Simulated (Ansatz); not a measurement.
RuW2

The calculation's input:

```
crystal:
  lattice:
    - [3.1554890818, 0.0, 0.0]
    - [0.0, 3.1554890818, 0.0]
    - [0.0, 0.0, 9.1516367744]
  atoms:
    - { symbol: Ru, position: [0.0, 0.5, 0.8998229518] }
    - { symbol: Ru, position: [0.5, 0.0, 0.1001770482] }
    - { symbol: W, position: [0.0, 0.5, 0.5827375619] }
    - { symbol: W, position: [0.5, 0.0, 0.4172624381] }
    - { symbol: W, position: [0.5, 0.0, 0.7643745183] }
    - { symbol: W, position: [0.0, 0.5, 0.2356254817] }
basis:
  ecutwfc: 420
kpoints:
  mp_grid: { grid: [10, 10, 4] }
hamiltonian:
  xc: pbe
scf:
  occupations: { method: gaussian, width: 0.1 }
output:
  forces: true
  stress: true
  eigenvalues: true
  write_density: true
  write_potential: true
  elf: true
  volumetric_format: npy
relax:
  adjacent_minimum: "off"
  f_tol: 0.01
  max_steps: 30
  cell: { stress_tol: 0.1, fix: [volume] }
```

Run with:

```sh
ansatz run input.yaml --threads 1 --pin off --max-ram 2560MiB --backend cpu --events-out ev --progress --plain --runs-dir out
```

Below, planes, directions and counts refer to the conventional cell (a = 3.16 Å, b = 3.16 Å, c = 9.10 Å, α = 90.00°, β = 90.00°, γ = 90.00°).

The fields are those of the relaxed geometry.

Space group P4/nmm; a generated structure, not necessarily the stable one; changed on purpose from its base cell (volume × 0.97, shape and atoms relaxed); computed pressure about 9 GPa in this cell; computed without spin polarisation.

All numbers below come from Ansatz, DFT PBE, scalar-relativistic, plane waves, PAW.

### What can the converged valence pseudo-density and electron localisation function tell about the bonding?

Ru–W (2.90 Å): the density is about 0.33 e/Å³ at the midpoint; the ELF is about 0.35 at the midpoint.

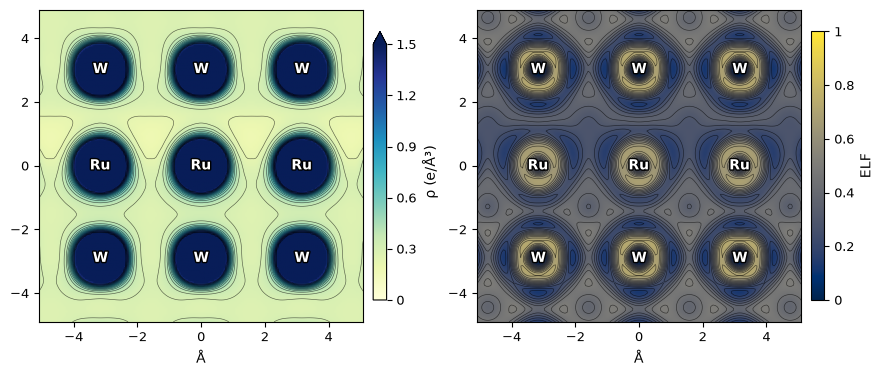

Computed valence pseudo-density and electron localisation function on the (100) plane of the conventional cell, in this order. 

In a PAW calculation such maps are meaningful between the atoms, not at the nuclei.
